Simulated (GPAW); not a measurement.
# Surface energy and work function of Rh(110) from slabs of 4 to 14 layers (LDA)

How do energy and work function of Rh(110) films settle with thickness, and what surface energy follows?

**Method.** GPAW 26.7.0, plane waves at 450 eV with PAW setups; symmetric 1×1 slabs cut at the tabulated lattice constant (two decimals; low-temperature values for the alkali metals), atoms at bulk places, 7.5 Å of vacuum on each side, one in-plane mesh for all thicknesses, Fermi-Dirac smearing of 0.1 eV. Energies are extrapolated to zero smearing and count from the program's reference atoms. Functional LDA. The cell's area is 10.211 Å².

Results, with one row withheld:

| layers | energy (eV) | work function (eV) |
| --- | --- | --- |
| 4 | −30.7619 | 5.03 |
| 5 | −39.5944 | 4.93 |
| 6 | −48.3634 | 4.98 |
| 7 | −57.0976 | 5.03 |
| 8 | −65.8677 | 4.96 |
| 9 | −74.5954 | 4.99 |
| 10 | −83.3290 | 5.02 |
| 11 | −92.0737 | 4.97 |
| 12 | −100.8056 | 4.99 |
| 14 | ? | ? |

**Question.** What surface energy do these runs give, and what energy and work function should the 14-layer slab have?

Worked answer. A slab of n layers has E(n) = nε + 2Aγ once its middle is bulk-like. A line through n = 6 to 12 has the slope ε = −8.7407 eV a layer and the intercept 2Aγ = 4.0761 eV (r.m.s. residual 8.9 meV). So γ = 4.0761 / (2 × 10.211 Å²) = 0.1996 eV/Å² = 3.20 J/m², with a standard error of about 0.01 J/m² from the scatter about the line. For 14 layers: 4.0761 + 14 × (−8.7407) = −118.294 eV; the run gives −118.298 eV, 4.0 meV under the line. The work function has no such law: from 6 to 12 layers it moves between 4.96 and 5.03 eV (mean 4.99), and the 14-layer slab gives 4.98 eV. The thinnest slab, 4 layers, lies +0.04 eV from that mean. The values go up and down with thickness, as expected where levels confined across the film cross the Fermi level one by one. The measured value for this face is 4.86 eV (“Anisotropic work function of elemental crystals” (2019, arxiv:1902.07811)); the unrelaxed 14-layer slab lies 0.12 eV over it.

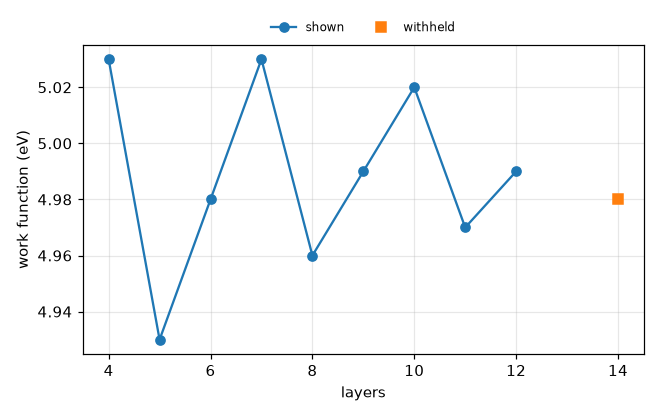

Work function against thickness.

**Limits.** The surfaces are unrelaxed, so γ is an upper bound for this functional and lattice constant. The tabulated lattice constant isn't the functional's own, which strains the slab a little. The runs had no spin polarisation.
